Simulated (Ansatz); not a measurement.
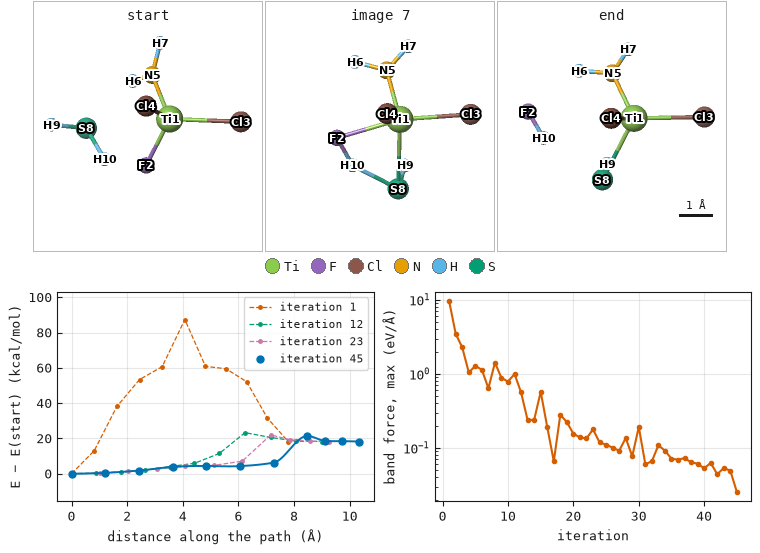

NEB run on TiNH₄SCl₂F, made up at the start of TiNH2Cl2F and H₂S. Images are numbered from 0 (start) to 10 (end). The plot follows the band through its iterations. The picture is a ball-and-stick view, seen from a free direction.

Method: RKS PBE0/def2-SVP in Ansatz. Settings: 9 movable images; climbing image; force threshold 0.03 eV/Å; iteration limit 60; starting path through a guess of the saddle point.

Judge this run.

Answer. The result is final at these settings. The band converged in 45 iterations. The largest component of the band force went from 9.5 to 0.025 eV/Å. The climbing image converged on the top of the path. Its vibrational analysis gives one imaginary mode (506i cm⁻¹), as a transition state must have. The first iteration put the highest image at 87.4 kcal/mol. The energy climbs by 21.4 kcal/mol to image 7 and then falls by 3.2 kcal/mol, so the end point sits at +18.2 kcal/mol.

Limits of the set-up: the start holds two separate molecules, 2.3 Å apart at their closest, whose relative position is a soft coordinate and is computed without a dispersion correction.

The run took 25 min on 4 threads of Intel(R) Xeon(R) Processor @ 2.70GHz, on a shared host, peak memory 0.43 GiB.
